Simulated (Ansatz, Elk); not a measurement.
## SrZn3: X-ray structure factors from the self-consistent density

The structure of SrZn3 used here is made up (a known structure type with other elements) and was relaxed beforehand with PBE. The aim is the Fourier transform of its all-electron density, F(hkl), set beside the sum over free spherical atoms that refinements use.

Main program and level: Elk 11.2.3 (patched build); DFT, PBE, all-electron APW+lo, Dirac cores, scalar-relativistic bands, static density, no spin.

The structure was built from a prototype and need not be the compound's stable phase.

### 1. The starting structure

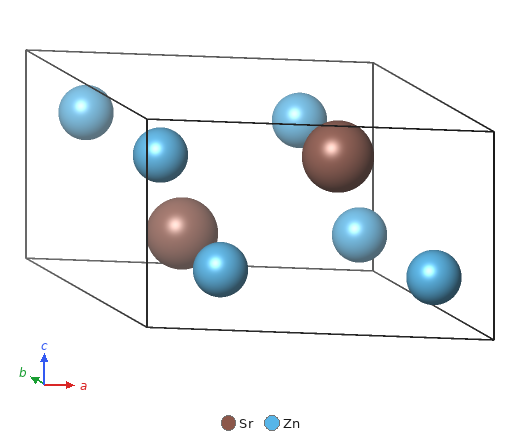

The cell as given, slightly off an axis (strontium brown, zinc blue).

### 2. Ground state and structure factors

An all-electron density is needed, since X-rays see the cores too. Task 0 finds the density and task 195 Fourier-transforms it; tshift is off so that phases refer to the origin typed.

Input file elk.in:

```
tasks
  0
  195

xctype
  20

spinpol
  .false.

rgkmax
  7.0

gmaxvr
  14.0

lmaxo
  7

lmaxapw
  8

swidth
  0.002

tshift
  .false.

ramdisk
  .false.

hmaxvr
  5.5

maxscl
  120

epspot
  1e-06

sppath
  './'

avec
  13.43328786646 -0.00000000000 0.00000000000
  -6.71664393323 11.63356854870 0.00000000000
  0.00000000000 0.00000000000 8.11917876487

atoms
  2
  'Sr.in'
  2
  0.6666666667 0.3333333333 0.7500000000   0.000000 0.000000 0.000000
  0.3333333333 0.6666666667 0.2500000000   0.000000 0.000000 0.000000
  'Zn.in'
  6
  0.7434805277 0.8717402639 0.7500000000   0.000000 0.000000 0.000000
  0.1282597361 0.2565194723 0.7500000000   0.000000 0.000000 0.000000
  0.1282597361 0.8717402639 0.7500000000   0.000000 0.000000 0.000000
  0.2565194723 0.1282597361 0.2500000000   0.000000 0.000000 0.000000
  0.8717402639 0.7434805277 0.2500000000   0.000000 0.000000 0.000000
  0.8717402639 0.1282597361 0.2500000000   0.000000 0.000000 0.000000

ngridk
  4 4 5
```

Launch:

```
$ OMP_NUM_THREADS=4 elk
```

Numbers of over 12 decimals in the logs are rounded to 6 here.

Log:

```text
┌─────────────────────────┐
│ Elk code version 11.2.3 │
└─────────────────────────┘

All units are atomic (Hartree, Bohr, etc.)

┌─────────────────────────────────────────────────┐
│ Ground-state run starting from atomic densities │
└─────────────────────────────────────────────────┘

Lattice vectors :
   13.43328787      -0.000000000       0.000000000
  -6.716643933       11.63356855       0.000000000
   0.000000000       0.000000000       8.119178765

Reciprocal lattice vectors :
  0.4677324993      0.2700454844      -0.000000000
   0.000000000      0.5400909687      -0.000000000
  -0.000000000      -0.000000000      0.7738695611

Unit cell volume      :    1268.841511
Brillouin zone volume :   0.1954934571

Muffin-tin inner radius fraction :   0.1000000000E-01

Nuclei treated as point charges

Species : 1 (Sr)
 parameters loaded from : Sr.in
 name : strontium
 nuclear charge    :   -38.00000000
 electronic charge :    38.00000000
 atomic mass :    159721.4892
 muffin-tin radius :    2.600000000
 number of radial points in muffin-tin :   1193
 inner part over the whole radius :   0.9909106339E-02
 number on inner part of muffin-tin    :    847
 approximate nuclear radius :   0.8067967193E-04
 number of mesh points to nuclear radius :    415
 atomic positions (lattice), magnetic fields (Cartesian) :
  1 :  -0.33333333  0.33333333 -0.25000000    0.00000000  0.00000000  0.00000000
  2 :   0.33333333 -0.33333333  0.25000000    0.00000000  0.00000000  0.00000000

Species : 2 (Zn)
 parameters loaded from : Zn.in
 name : zinc
 nuclear charge    :   -30.00000000
 electronic charge :    30.00000000
 atomic mass :    119233.3130
 muffin-tin radius :    2.400000000
 number of radial points in muffin-tin :    993
 inner part over the whole radius :   0.9843840322E-02
 number on inner part of muffin-tin    :    701
 approximate nuclear radius :   0.7484757725E-04
 number of mesh points to nuclear radius :    337
 atomic positions (lattice), magnetic fields (Cartesian) :
  1 :  -0.25651947 -0.12825974 -0.25000000    0.00000000  0.00000000  0.00000000
  2 :   0.12825974  0.25651947 -0.25000000    0.00000000  0.00000000  0.00000000
  3 :   0.12825974 -0.12825974 -0.25000000    0.00000000  0.00000000  0.00000000
  4 :   0.25651947  0.12825974  0.25000000    0.00000000  0.00000000  0.00000000
  5 :  -0.12825974 -0.25651947  0.25000000    0.00000000  0.00000000  0.00000000
  6 :  -0.12825974  0.12825974  0.25000000    0.00000000  0.00000000  0.00000000

Total number of atoms per unit cell :    8
Total muffin-tin volume :    494.6793680
 ratio of muffin-tin to unit cell volume :   0.3898669486

Spin treatment :
 spin-unpolarised

Number of Bravais lattice symmetries :   24
Number of crystal symmetries         :   24
Crystal has inversion symmetry
Real symmetric eigensolver will be used

k-point grid :      4     4     5
k-point offset :    0.000000000       0.000000000       0.000000000
k-point set is reduced with full crystal symmetry group
Total number of k-points :       12

Muffin-tin radius times maximum |G+k| :    7.000000000
 using average radius
Maximum |G+k| for APW functions       :    2.857142857
Maximum (1/2)|G+k|²                   :    4.081632653
Maximum |G| for potential and density :    14.00000000
Constant for pseudocharge density :    9
 order of it for each species :   16  16
 order of it for pair densities of each species (exact exchange by exxq0 0: 17) :   11   9
Radial integration step length :    1

G-vector grid sizes :     60    60    40
Number of G-vectors :    58579

Maximum angular momentum used for
 APW functions            :    8
 outer part of muffin-tin :    7
 inner part of muffin-tin :    2

Total nuclear charge    :   -256.0000000
Total core charge       :    128.0000000
Total valence charge    :    128.0000000
Total excess charge     :    0.000000000
Total electronic charge :    256.0000000

Effective Wigner radius, rₛ :    1.057692930

Number of empty states         :     32
Total number of valence states :     97
[...]
Hartree                     :      5366.1413127770
 Madelung                    :     -20692.584003079
 xc potential                :     -819.84115678954
 exchange                    :     -626.75161967445
 correlation                 :     -12.448328151338
 electron entropic           :    -0.20058179530595E-02
 total energy                :     -17137.426228158

Density of states at Fermi energy :    152.5106276
 (states/Hartree/unit cell)

Estimated indirect band gap :   0.1754183036E-02
 from k-point 6 to k-point 10
Estimated direct band gap   :   0.4448566433E-02
 at k-point 11

Charges :
 core                        :    128.0000000
 valence                     :    128.0000000
 interstitial                :    11.15935075
 muffin-tins (core leakage)
  species : 1 (Sr)
[...]
species : 2 (Zn)
[...]
total in muffin-tins        :    244.8406492
 total calculated charge     :    255.9992480
 total charge                :    256.0000000
 error                       :   0.7519874642E-03

RMS change in Kohn-Sham potential (target) :   0.1807930695     (  0.1000000000E-05)
Absolute change in total energy (target)   :   0.3393691650     (  0.1000000000E-03)

[... loops 3 to 14 left out ...]

┌──────────────────┐
│ Loop number : 15 │
└──────────────────┘

Energies :
 Fermi                       :     0.168825
 sum of occupied eigenvalues :     -9930.4082313444
 electron kinetic            :      17524.695965851
 core electron kinetic       :      16150.780589243
 Coulomb                     :     -34020.721569855
 Coulomb potential           :     -26622.108736592
 nuclear-nuclear             :     -2058.4590735297
 electron-nuclear            :     -37351.492587843
 Hartree                     :      5389.2300915176
 Madelung                    :     -20709.667201559
 xc potential                :     -832.99546060315
 exchange                    :     -627.90832890663
 correlation                 :     -12.457685194903
 electron entropic           :    -0.18303729691716E-02
 total energy                :     -17136.393448478

Density of states at Fermi energy :    137.4392923
 (states/Hartree/unit cell)

Estimated indirect band gap :   0.2692652209E-02
 from k-point 11 to k-point 11
Estimated direct band gap   :   0.2692652209E-02
 at k-point 11

Charges :
 core                        :    128.0000000
 valence                     :    128.0000000
 interstitial                :    10.64301498
 muffin-tins (core leakage)
  species : 1 (Sr)
[...]
species : 2 (Zn)
[...]
total in muffin-tins        :    245.3569850
 total calculated charge     :    255.9992648
 total charge                :    256.0000000
 error                       :   0.7352283925E-03

RMS change in Kohn-Sham potential (target) :   0.5221888640E-07 (  0.1000000000E-05)
Absolute change in total energy (target)   :   0.8312714272E-04 (  0.1000000000E-03)

Convergence targets achieved

┌──────────────────┐
│ Loop number : 16 │
└──────────────────┘

Energies :
 Fermi                       :     0.168825
 sum of occupied eigenvalues :     -9930.4082257467
 electron kinetic            :      17524.695971497
 core electron kinetic       :      16150.780591455
 Coulomb                     :     -34020.721571939
 Coulomb potential           :     -26622.108739046
 nuclear-nuclear             :     -2058.4590735297
 electron-nuclear            :     -37351.492589342
 Hartree                     :      5389.2300909329
 Madelung                    :     -20709.667202416
 xc potential                :     -832.99545819727
 exchange                    :     -627.90832894641
 correlation                 :     -12.457685189572
 electron entropic           :    -0.18303727963861E-02
 total energy                :     -17136.393444951

Density of states at Fermi energy :    137.4392741
 (states/Hartree/unit cell)

Estimated indirect band gap :   0.2692658437E-02
 from k-point 11 to k-point 11
Estimated direct band gap   :   0.2692658437E-02
 at k-point 11

Charges :
 core                        :    128.0000000
 valence                     :    128.0000000
 interstitial                :    10.64301485
 muffin-tins (core leakage)
  species : 1 (Sr)
[...]
species : 2 (Zn)
[...]
atom 4                    :    28.91026987     (  0.8030335062E-04)
   atom 5                    :    28.91026987     (  0.8030335062E-04)
   atom 6                    :    28.91026987     (  0.8030335062E-04)
 total in muffin-tins        :    245.3569851
 total calculated charge     :    255.9992648
 total charge                :    256.0000000
 error                       :   0.7352283529E-03

┌──────────────────────────────┐
│ Self-consistent loop stopped │
└──────────────────────────────┘

Wrote STATE.OUT
```

The job ended after 58 s (4 threads of Arm Neoverse V2, shared host; peak memory 0.35 GiB).

SFACRHO.OUT:

```text

h k l indices transformed by vhmat matrix:
   1.000000000       0.000000000       0.000000000    
   0.000000000       1.000000000       0.000000000    
   0.000000000       0.000000000       1.000000000    

      h      k      l  multipl.   |H|            Re(F)            Im(F)           |F|

      0      0      0      1   0.0000000       256.00000     -0.39473293E-16   256.00000    
      0      1      0      6  0.54009097       41.271913      0.13206535E-13   41.271913    
      0      0      1      2  0.77386956      0.13052872E-13  0.13206535E-13  0.18568522E-13
     -1     -1      0      6  0.93546500       38.832155     -0.43204171E-13   38.832155    
      0      1     -1      6  0.94370141      -33.022568      0.26413070E-13   33.022568    
      1      0     -1      6  0.94370141       33.022568      0.22010892E-13   33.022568    
     -2      2      0      6   1.0801819      -86.908613      0.20360075E-13   86.908613    
     -2      1     -1     12   1.2140712      0.53803760E-07 -0.19809802E-13  0.53803760E-07
      0     -2     -1      6   1.3287841      -152.29464     -0.22148460E-13   152.29464    
      0      2     -1      6   1.3287841       152.29464     -0.21460619E-13   152.29464    
     -2     -1      0     12   1.4289464      -73.373027     -0.33016337E-13   73.373027    
      0      0      2      2   1.5477391      -194.31755     -0.14164696E-15   194.31755    
     -3      0      0      6   1.6202729      -5.6158495     -0.50625051E-13   5.6158495    
     -1      3     -1     12   1.6250421       14.878199      0.26413070E-13   14.878199    
      3     -1     -1     12   1.6250421      -14.878199      0.70434853E-13   14.878199    
     -1      0     -2      6   1.6392665      -32.074230     -0.11005446E-13   32.074230    
     -1      0      2      6   1.6392665      -32.074230     -0.13206535E-13   32.074230    
     -3      3     -1      6   1.7955942      -99.976924     -0.55027229E-15   99.976924
```

Elk indexes on the primitive cell of elk.in and gives |H| = 4π sin θ/λ in inverse bohr. Below, one row stands for each form hkl of the conventional cell (m members, Friedel mates merged), F is for one primitive cell and the density is static (no thermal factor). Free-atom factors are Waasmaier and Kirfel's, and R is Σm||F|−|F'||/Σm|F|.

```csv
hkl,m,sin θ/λ (Å⁻¹),"abs F, DFT",neutral atoms,diff.
100,6,0.081,41.272,41.390,-0.118
001,2,0.116,0.000,0.000,+0.000
110,6,0.141,38.832,38.769,+0.063
101,12,0.142,33.023,32.880,+0.143
200,6,0.162,86.909,86.961,-0.052
111,12,0.183,0.000,0.000,+0.000
201,12,0.200,152.295,153.012,-0.717
210,12,0.215,73.373,73.772,-0.399
002,2,0.233,194.318,195.807,-1.489
300,6,0.244,5.616,6.213,-0.598
211,24,0.244,14.878,15.527,-0.649
102,12,0.246,32.074,32.756,-0.682
301,12,0.270,99.977,100.928,-0.951
112,12,0.272,32.524,32.309,+0.216
220,6,0.281,105.999,106.441,-0.442
202,12,0.284,72.011,72.433,-0.422
310,12,0.293,20.782,20.744,+0.038
221,12,0.304,0.000,0.000,+0.000
311,24,0.315,76.797,77.065,-0.268
212,24,0.317,62.637,62.938,-0.301
400,6,0.325,64.659,64.963,-0.305
302,12,0.337,4.188,4.504,-0.316
```

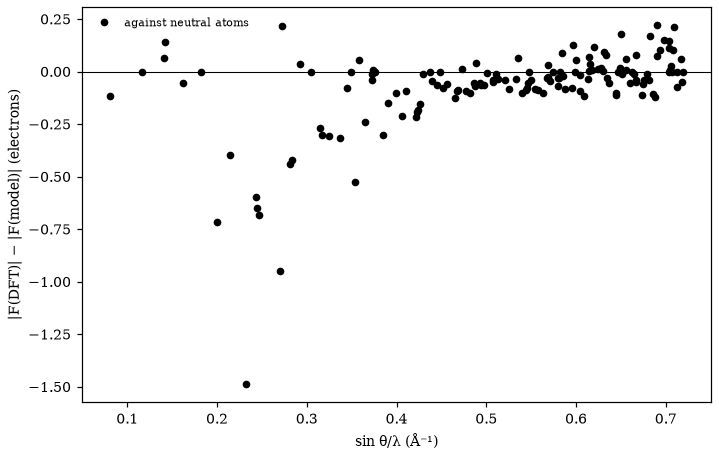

Difference between the calculated structure factors and the independent-atom ones.

### 3. The highest occupied states alone

An energy window below the Fermi level keeps the highest occupied states, to see at which angles they scatter; shallow core shells can lie inside it and anion s states outside. No new self-consistency is needed.

Edit elk.in of step 2 so:

```diff
@@ -1,3 +1,2 @@
 tasks
-  0
   195
@@ -40,2 +39,5 @@
 
+wsfac
+  -0.272170 0.468830
+
 sppath
```

Launch:

```
$ OMP_NUM_THREADS=4 elk
```

Log:

```text
┌─────────────────────────────────┐
│ Elk code version 11.2.3 started │
└─────────────────────────────────┘

Info(readinput): the functional depends on the density's gradient
 muffin-tin radial points multiplied by    2.00000
 (not where nrmtscf is given)

┌────────────────────┐
│ Current task : 195 │
└────────────────────┘

Info(sfacrho): density structure factors written to SFACRHO.OUT

 Energy window :  -0.2721700000      0.4688300000

┌──────────────────┐
│ Elk code stopped │
└──────────────────┘
```

Wall time 25 s (4 threads); peak memory 0.25 GiB; 28 s of CPU time.

States within 12 eV below the Fermi level hold 76.00 electrons; any levels below the window count with the cores. Their amplitudes can exceed the total, where window and core parts have opposite phase:

```csv
hkl,sin θ/λ (Å⁻¹),"abs F, window","abs F, all"
100,0.081,28.272,41.272
001,0.116,0.000,0.000
110,0.141,9.108,38.832
101,0.142,7.997,33.023
200,0.162,18.434,86.909
111,0.183,0.000,0.000
201,0.200,31.183,152.295
210,0.215,13.318,73.373
002,0.233,40.137,194.318
300,0.244,17.708,5.616
```

### 4. Another functional

The difference from free atoms is small, so it is set against the change that LDA (Perdew-Wang) makes.

Edit elk.in of step 3 so:

```diff
@@ -1,2 +1,3 @@
 tasks
+  0
   195
@@ -4,3 +5,3 @@
 xctype
-  20
+  3
 
@@ -39,5 +40,2 @@
 
-wsfac
-  -0.272170 0.468830
-
 sppath
```

Launch:

```
$ OMP_NUM_THREADS=4 elk
```

Log:

```text
┌─────────────────────────┐
│ Elk code version 11.2.3 │
└─────────────────────────┘

All units are atomic (Hartree, Bohr, etc.)

┌─────────────────────────────────────────────────┐
│ Ground-state run starting from atomic densities │
└─────────────────────────────────────────────────┘

Lattice vectors :
   13.43328787      -0.000000000       0.000000000
  -6.716643933       11.63356855       0.000000000
   0.000000000       0.000000000       8.119178765

Reciprocal lattice vectors :
  0.4677324993      0.2700454844      -0.000000000
[...]
valence                     :    128.0000000
 interstitial                :    10.54853788
 muffin-tins (core leakage)
  species : 1 (Sr)
[...]
species : 2 (Zn)
[...]
atom 5                    :    28.92627265     (  0.8045599063E-04)
   atom 6                    :    28.92627265     (  0.8045599063E-04)
 total in muffin-tins        :    245.4514621
 total calculated charge     :    255.9992626
 total charge                :    256.0000000
 error                       :   0.7374183245E-03

┌──────────────────────────────┐
│ Self-consistent loop stopped │
└──────────────────────────────┘

Wrote STATE.OUT
[key lines of the parts left out:]
total energy                :     -17113.016004156
```

Wall time 36 s (4 threads); peak memory 0.25 GiB; 93 s of CPU time.

Against the first run R = 0.05 %; the largest change is -0.084 at 320.

### 5. Basis size

A smaller basis shows how fast F responds to it; the change is likely larger than the basis error of the first run, but doesn't show convergence.

Edit elk.in of step 4 so:

```diff
@@ -5,3 +5,3 @@
 xctype
-  3
+  20
 
@@ -11,3 +11,3 @@
 rgkmax
-  7.0
+  5.5
```

Launch:

```
$ OMP_NUM_THREADS=4 elk
```

Log:

```text
┌─────────────────────────┐
│ Elk code version 11.2.3 │
└─────────────────────────┘

All units are atomic (Hartree, Bohr, etc.)

┌─────────────────────────────────────────────────┐
│ Ground-state run starting from atomic densities │
└─────────────────────────────────────────────────┘

Lattice vectors :
   13.43328787      -0.000000000       0.000000000
  -6.716643933       11.63356855       0.000000000
   0.000000000       0.000000000       8.119178765

Reciprocal lattice vectors :
  0.4677324993      0.2700454844      -0.000000000
[...]
valence                     :    128.0000000
 interstitial                :    10.88541663
 muffin-tins (core leakage)
  species : 1 (Sr)
[...]
species : 2 (Zn)
[...]
atom 5                    :    28.87765399     (  0.8085511193E-04)
   atom 6                    :    28.87765399     (  0.8085511193E-04)
 total in muffin-tins        :    245.1145834
 total calculated charge     :    255.9994133
 total charge                :    256.0000000
 error                       :   0.5866633493E-03

┌──────────────────────────────┐
│ Self-consistent loop stopped │
└──────────────────────────────┘

Wrote STATE.OUT
[key lines of the parts left out:]
total energy                :     -17136.099669560
```

Elapsed: 49 s, on 4 threads; peak memory 0.32 GiB; 1.8 min of CPU time.

Against the first run R = 0.03 %; the largest change is +0.108 at 320.

### 6. Settings against the effect

```csv
run,R against the first run (%),"R against neutral atoms, low angle (%)",wall time
"PBE, rgkmax 7",0.00,0.80,58 s
LDA (Perdew-Wang),0.05,0.82,36 s
rgkmax 5.5,0.03,0.79,49 s
```

### 7. What came out

```json
{"R against neutral atoms, sin θ/λ < 0.3 Å⁻¹": "0.80 %", "R against neutral atoms, 0.3 to 0.72 Å⁻¹": "0.21 %"}
```

Independent neutral atoms miss the calculated amplitudes by R = 0.80 % below 0.3 Å⁻¹ and 0.21 % from there to 0.72 Å⁻¹; by shells, 0.32 % below 0.15 Å⁻¹ (3 forms), 0.86 % 0.15 to 0.3 (12 forms), 0.31 % 0.3 to 0.45 (23 forms), 0.18 % above 0.45 (96 forms). Bonding, aspherical density and the tables' own atoms all enter these figures, and the runs don't part them. The largest change of an amplitude is -1.49 electrons, at 002. The window's part falls from 76.0 electrons at the origin to at most 17.70 between 0.45 and 0.72 Å⁻¹, where compact states inside the window still scatter. Below 0.3 Å⁻¹ the changes that finished (LDA (Perdew-Wang) and rgkmax 5.5) move F by R = 0.03 % at most, against the 0.80 % that separates it from free atoms. The k-mesh has no finished test. Part of the difference isn't bonding: the tables are fits to free atoms and ions calculated by other methods than this functional. Thermal motion, anomalous dispersion and extinction are left out.

[Logs are printed without paths, hosts, clocks, repeated set-up lines and the standing remarks that a program may print on its own settings, such as how far it seeks lower states.]

[Hosts, paths, dates, database ids (printed as entryN), source tags and the programs' standing remarks are cut or masked in the printed files.]
